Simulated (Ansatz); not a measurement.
# BNH6 (SMILES [BH3-][NH3+]): levels of theory compared

Wanted: a comparison of 6 runs (PBE/STO-3G, PBE0/STO-3G, UB3LYP/STO-3G, UPBE0/STO-3G, BCCD(T)/STO-3G, CCSDT(Q)/STO-3G) of BNH6. 

The results are computed with Ansatz 0.2.0.

48 further runs of the same task are left out: 2 that didn't finish, 46 set aside as unsound or not needed.

### 1 The structure to begin with

BNH6 has 8 atoms, charge 0, and is taken as a singlet. SMILES: `[BH3-][NH3+]`. The H5–B1 distance was set to 2.424 Å, away from the relaxed value. At this shape a bond of the SMILES string is far longer than usual.

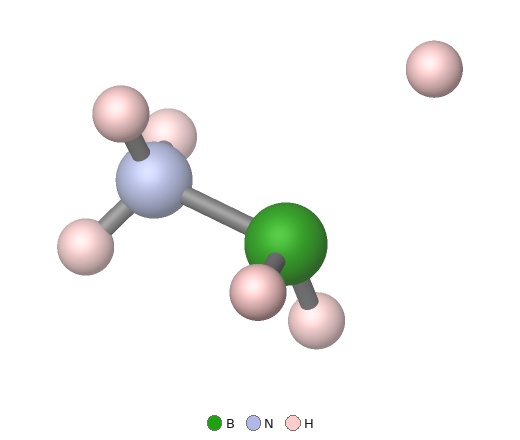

Viewed from a chosen angle; boron green, nitrogen light blue, hydrogen pink.

### 2 The energy at PBE/STO-3G (run 1)

File molecule.yaml:

```yaml
crystal:
  periodic: [false, false, false]
  atoms:
    - symbol: B
      position_ang: [-0.986986, -0.624985, -0.512405]
    - symbol: "N"
      position_ang: [-0.589186, -1.130885, 0.994695]
    - symbol: H
      position_ang: [-0.873886, -1.604185, -1.218005]
    - symbol: H
      position_ang: [-2.128286, -0.226085, -0.424205]
    - symbol: H
      position_ang: [0.604400, 1.126600, -1.038400]
    - symbol: H
      position_ang: [-0.654886, -0.368785, 1.661695]
    - symbol: H
      position_ang: [0.360914, -1.487085, 1.018295]
    - symbol: H
      position_ang: [-1.209686, -1.872285, 1.303495]
basis:
  gaussian:
    orbitals: STO-3G
hamiltonian:
  xc: pbe
accuracy: high
```

The run is started by

```console
$ ansatz run molecule.yaml --threads 1 --pin off --max-ram 2610MiB --events-out events.jsonl --progress --plain --runs-dir runs
```

The log of the run:

```text
Warning: RAYON_NUM_THREADS=1 ignored (pool sized by the plan → 1); use --threads N
Functional definition: PBE
  name "PBE"
  parameter kappa = 0.804
  parameter beta = 0.06672455060314922
  exchange = pbe_x(kappa = kappa, mu = beta*pi^2/3)
  correlation = pbe_c(beta = beta)
275 factors; integrals over basis functions are off by at most 1.1e-8 eV
mean field evaluation 1: about -2224.6100 eV, gradient 1.8e1 eV
mean field evaluation 2: about -2211.8215 eV, gradient 3.5e1 eV
mean field evaluation 4: about -2225.9934 eV, gradient 1.3e1 eV
mean field evaluation 8: about -2226.0854 eV, gradient 1.3e1 eV
mean field evaluation 16: about -2226.8778 eV, gradient 1.2e-8 eV
mean field -2226.87776150 eV, -81.8362483032 hartree, gradient 1.2e-8 eV, S^2 0.000000; 0 other end points of the search recorded, 0 dependent functions left out
reference -2226.87776367 eV, -81.8362483828 hartree; 9, 9 occupied and 7, 7 virtual orbitals, 275 factors
Total energy: -2226.87776367 eV, -81.8362483828 hartree
```

It took 1.4 s on 1 thread of Arm Neoverse V1, shared host; peak memory 0.095 GiB.

### 3 A single-point energy at PBE0/STO-3G (run 2)

File run.yaml:

```yaml
crystal:
  periodic: [false, false, false]
  atoms:
    - symbol: B
      position_ang: [-0.986986, -0.624985, -0.512405]
    - symbol: N
      position_ang: [-0.589186, -1.130885, 0.994695]
    - symbol: H
      position_ang: [-0.873886, -1.604185, -1.218005]
    - symbol: H
      position_ang: [-2.128286, -0.226085, -0.424205]
    - symbol: H
      position_ang: [0.604400, 1.126600, -1.038400]
    - symbol: H
      position_ang: [-0.654886, -0.368785, 1.661695]
    - symbol: H
      position_ang: [0.360914, -1.487085, 1.018295]
    - symbol: H
      position_ang: [-1.209686, -1.872285, 1.303495]
basis:
  gaussian:
    orbitals: STO-3G
total_charge: 0
hamiltonian:
  xc: pbe0
accuracy: high
```

The run is started by

```console
$ ansatz run run.yaml --threads 1 --pin off --max-ram 2610MiB --events-out events.jsonl --progress --plain --runs-dir runs
```

The log of the run:

```text
Warning: RAYON_NUM_THREADS=1 ignored (pool sized by the plan → 1); use --threads N
Functional definition: PBE0
  name "PBE0"
  parameter a = 0.25
[... 2 set-up lines as earlier in the session ...]
  exchange = (1 - a)*pbe_x(kappa = kappa, mu = beta*pi^2/3) + a*exact_x
[... 1 set-up line as earlier in the session ...]
275 factors; integrals over basis functions are off by at most 1.1e-8 eV
mean field evaluation 1: about -2224.7228 eV, gradient 1.7e1 eV
mean field evaluation 2: about -2216.4576 eV, gradient 3.6e1 eV
mean field evaluation 4: about -2227.1613 eV, gradient 1.7e0 eV
mean field evaluation 8: about -2227.1726 eV, gradient 4.4e-3 eV
mean field evaluation 16: about -2227.1197 eV, gradient 6.2e-6 eV
mean field -2227.11971390 eV, -81.8451398898 hartree, gradient 1.9e-8 eV, S^2 0.000000; 0 other end points of the search recorded, 0 dependent functions left out
reference -2227.11971552 eV, -81.8451399494 hartree; 9, 9 occupied and 7, 7 virtual orbitals, 275 factors
Total energy: -2227.11971552 eV, -81.8451399494 hartree
```

Wall time 1.2 s (1 thread of Arm Neoverse V1, shared host); peak memory 0.096 GiB.

### 4 A single-point energy at UB3LYP/STO-3G (run 3)

File in.yaml:

```yaml
crystal:
  periodic: [false, false, false]
  atoms:
    - symbol: B
      position_ang: [-0.986986, -0.624985, -0.512405]
    - symbol: N
      position_ang: [-0.589186, -1.130885, 0.994695]
    - symbol: H
      position_ang: [-0.873886, -1.604185, -1.218005]
    - symbol: H
      position_ang: [-2.128286, -0.226085, -0.424205]
    - symbol: H
      position_ang: [0.604400, 1.126600, -1.038400]
    - symbol: H
      position_ang: [-0.654886, -0.368785, 1.661695]
    - symbol: H
      position_ang: [0.360914, -1.487085, 1.018295]
    - symbol: H
      position_ang: [-1.209686, -1.872285, 1.303495]
basis:
  gaussian: {orbitals: STO-3G}
magnetization: {spin_polarized: true}
hamiltonian: {xc: {name: B3LYP}}
accuracy: high
```

The run is started by

```console
$ ansatz run in.yaml --threads 1 --pin off --max-ram 2610MiB --events-out events.jsonl --progress --plain --runs-dir runs
```

The log of the run:

```text
Warning: RAYON_NUM_THREADS=1 ignored (pool sized by the plan → 1); use --threads N
Functional definition: B3LYP
  name "B3LYP"
  parameter a0 = 0.2
  parameter ax = 0.72
  parameter ac = 0.81
  exchange = (1 - a0 - ax)*slater_x + ax*b88_x + a0*exact_x
  correlation = (1 - ac)*vwn_rpa_c + ac*lyp_c
275 factors; integrals over basis functions are off by at most 1.1e-8 eV
mean field evaluation 1: about -2227.7520 eV, gradient 1.3e1 eV
mean field evaluation 2: about -2218.1125 eV, gradient 2.6e1 eV
mean field evaluation 4: about -2230.2931 eV, gradient 2.2e0 eV
mean field evaluation 8: about -2230.3354 eV, gradient 4.5e-2 eV
mean field evaluation 16: about -2230.2753 eV, gradient 7.4e-6 eV
mean field evaluation 32: about -2223.9615 eV, gradient 1.2e1 eV
mean field -2230.50960167 eV, -81.9697159676 hartree, gradient 3.1e-8 eV, S^2 0.468654; 2 other end points of the search recorded, 0 dependent functions left out
reference -2230.50963218 eV, -81.9697170887 hartree; 9, 9 occupied and 7, 7 virtual orbitals, 275 factors
Total energy: -2230.50963218 eV, -81.9697170887 hartree
```

Wall time 4.2 s (1 thread of Arm Neoverse V1, shared host); peak memory 0.13 GiB.

Runs 4 to 5 aren't shown in full; the table further down has their settings and results.

### 5 A single-point energy at CCSDT(Q)/STO-3G (run 6)

File job.yaml:

```yaml
crystal:
  periodic: [false, false, false]
  atoms:
    - symbol: B
      position_ang: [-0.986986, -0.624985, -0.512405]
    - symbol: "N"
      position_ang: [-0.589186, -1.130885, 0.994695]
    - symbol: H
      position_ang: [-0.873886, -1.604185, -1.218005]
    - symbol: H
      position_ang: [-2.128286, -0.226085, -0.424205]
    - symbol: H
      position_ang: [0.604400, 1.126600, -1.038400]
    - symbol: H
      position_ang: [-0.654886, -0.368785, 1.661695]
    - symbol: H
      position_ang: [0.360914, -1.487085, 1.018295]
    - symbol: H
      position_ang: [-1.209686, -1.872285, 1.303495]
basis:
  gaussian: {orbitals: STO-3G}
correlation: {method: ccsdt_q, frozen_orbitals: {B: 1, H: 0, "N": 1}}
accuracy: high
scf: {omitted_lower_state_checks: [cluster_reference, increment]}
```

The run is started by

```console
$ ansatz run job.yaml --threads 1 --pin off --max-ram 2610MiB --events-out events.jsonl --progress --plain --runs-dir runs
```

The log of the run:

```text
Warning: RAYON_NUM_THREADS=1 ignored (pool sized by the plan → 1); use --threads N
Functional definition: HF
  name "HF"
  exchange = exact_x
  correlation = 0
these checks for a lower state are left out or cut short: cluster_reference, increment
275 factors; integrals over basis functions are off by at most 1.1e-8 eV
mean field evaluation 1: about -2210.2436 eV, gradient 1.8e1 eV
mean field evaluation 2: about -2210.3112 eV, gradient 1.8e1 eV
mean field evaluation 4: about -2212.9948 eV, gradient 2.2e0 eV
mean field evaluation 8: about -2213.0197 eV, gradient 4.0e-2 eV
mean field -2213.01972450 eV, -81.3269748366 hartree, gradient 2.8e-8 eV, S^2 0.000000; 0 other end points of the search recorded, 0 dependent functions left out; unrestricted orbitals would lower it
2 core orbitals not correlated: weight in the atoms' cores, before any rotation towards them, 1.000 or more for the frozen orbitals, at most 0.000 for the correlated occupied ones
reference -2213.01972450 eV, -81.3269748366 hartree; 7, 7 occupied and 7, 7 virtual orbitals, 275 factors
second order -3.94591271 eV of doubles, -0.00000000 eV of singles
cycle   1  -4.41261142 eV  change    -1.2e0 eV  update   1.3e-1
cycle   2  -5.02130186 eV  change   -6.1e-1 eV  update   8.9e-2
cycle   3  -5.36706862 eV  change   -3.5e-1 eV  update   6.1e-2
cycle   4  -6.00343265 eV  change   -6.4e-1 eV  update   4.2e-2
cycle   5  -5.91566063 eV  change    8.8e-2 eV  update   5.1e-3
cycle   6  -5.93051209 eV  change   -1.5e-2 eV  update   3.4e-3
cycle   7  -5.94185792 eV  change   -1.1e-2 eV  update   1.5e-3
cycle   8  -5.93962513 eV  change    2.2e-3 eV  update   3.3e-4
cycle   9  -5.93953294 eV  change    9.2e-5 eV  update   6.4e-5
cycle  10  -5.93970571 eV  change   -1.7e-4 eV  update   2.2e-5
cycle  11  -5.93969225 eV  change    1.3e-5 eV  update   6.5e-6
cycle  12  -5.93967114 eV  change    2.1e-5 eV  update   3.6e-6
cycle  13  -5.93967044 eV  change    7.0e-7 eV  update   7.0e-7
cycle  14  -5.93967129 eV  change   -8.5e-7 eV  update   2.6e-7
cycle  15  -5.93967133 eV  change   -4.1e-8 eV  update   9.7e-8
cycle  16  -5.93967063 eV  change    7.0e-7 eV  update   9.2e-8
cycle  17  -5.93966948 eV  change    1.2e-6 eV  update   2.3e-7
cycle  18  -5.93966797 eV  change    1.5e-6 eV  update   1.3e-7
cycle  19  -5.93966799 eV  change   -2.4e-8 eV  update   9.7e-9
cycle  20  -5.93966799 eV  change   -2.7e-9 eV  update   4.2e-9
cycle  21  -5.93966801 eV  change   -2.0e-8 eV  update   2.1e-9
cycle  22  -5.93966801 eV  change   -1.1e-9 eV  update  5.9e-10
perturbative correction 0.00728533 eV, 0.0002677310 hartree
WARN: these amplitudes may be one of several solutions (largest doubles amplitude 0.49, level shift 4.89 eV)
Total energy: -2218.95210718 eV, -81.5449858791 hartree
Checks for a lower state left out: cluster_reference, increment
```

It took 0.65 s on 1 thread of Arm Neoverse V1, shared host.

### 6 Overview of the runs

| run | level | frozen core orbitals | energy (Eh) | wall time |
| --- | --- | --- | --- | --- |
| 1 | PBE/STO-3G | – | -81.836248 | 1.4 s |
| 2 | PBE0/STO-3G | – | -81.845140 | 1.2 s |
| 3 | UB3LYP/STO-3G | – | -81.969717 | 4.2 s |
| 4 | UPBE0/STO-3G | – | -81.857898 | 4.5 s |
| 5 | BCCD(T)/STO-3G | 2 | -81.544700 | 0.18 s |
| 6 | CCSDT(Q)/STO-3G | 2 | -81.544986 | 0.65 s |

### 7 Results

```
                                          quantity         value
                               run 6: total energy  -81.54499 Eh
run 6: correlation energy (2 core orbitals frozen)    -218.0 mEh
                              run 6: T1 diagnostic         0.039
```

Totals of different functionals can't be ranked against each other. In runs 5, 6 the log says that unrestricted orbitals would lower the reference, so the values rest on an unstable closed-shell determinant (other closed-shell runs at this shape may share the fault). In runs 1, 2, 3, 4, 5, 6 the basis is minimal, so the values are rough. Spin contamination of the reference: run 4 ⟨S²⟩ = 0.56, run 3 ⟨S²⟩ = 0.47. All runs together took 12 s, the longest 4.5 s.
